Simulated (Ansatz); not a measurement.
```yaml
crystal:
  periodic: [false, false, false]
  atoms:
    - {symbol: O, position_ang: [-0.860939, 0.576776, -0.473766]}
    - {symbol: Ge, position_ang: [-0.603889, -0.622276, 0.804729]}
    - {symbol: Cl, position_ang: [1.585416, -0.860249, 0.594325]}
    - {symbol: H, position_ang: [-0.174434, 0.808592, -0.880625]}
basis:
  gaussian: {orbitals: def2-TZVPP}
hamiltonian: {xc: r2scan, dispersion: d4}
```

Geometry: moved along internal coordinates away from the minimum.

Describe the molecule in this file.

Formula ClGeHO. SMILES: `[OH][Ge][Cl]`. All atoms lie on one plane. Coordination: 1 O bent; 1 Ge bent.

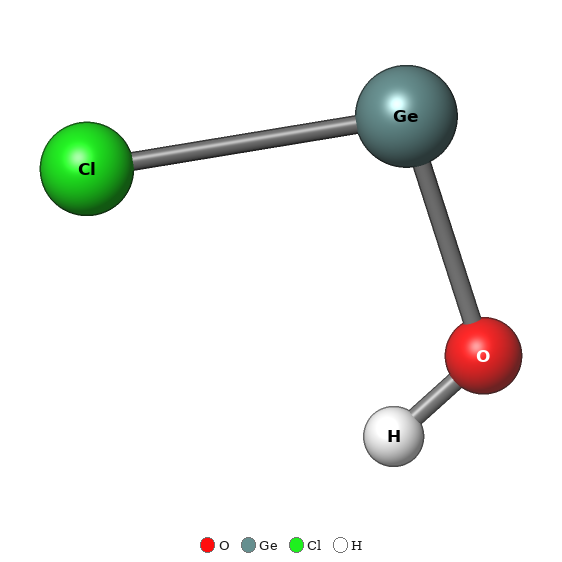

Source: calculation with Ansatz.
